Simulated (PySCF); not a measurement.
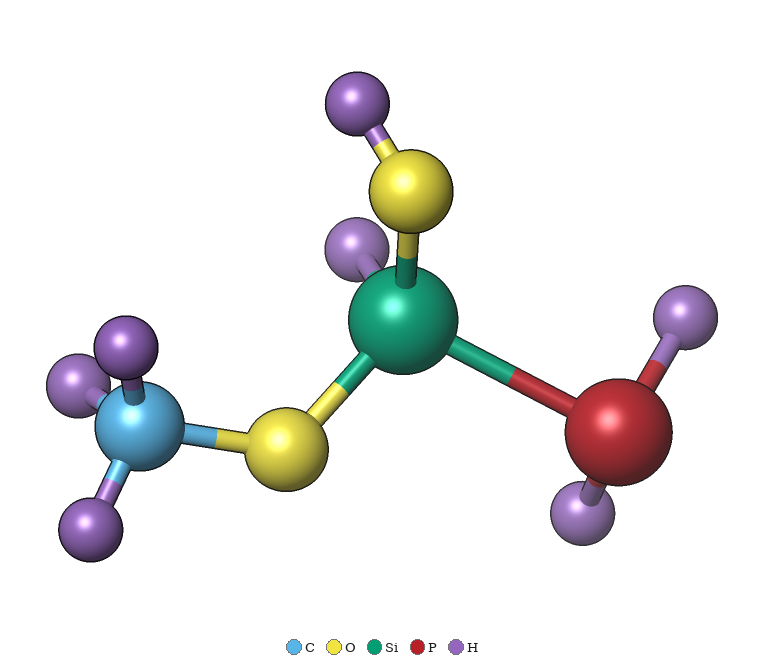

Computed geometry: PBE0-D3(BJ)/def2-SVP optimisation. No frequency run is at hand to confirm it as a minimum.

Give the structural formula.

SMILES: CO[Si@@H](O)P

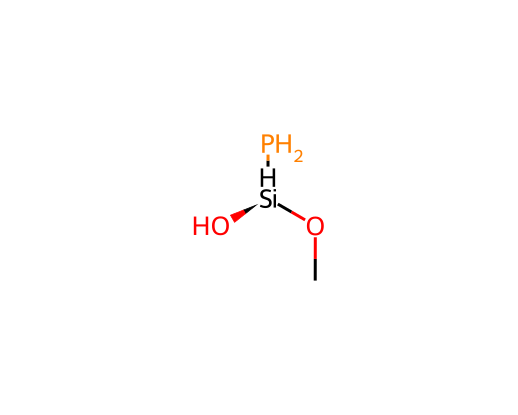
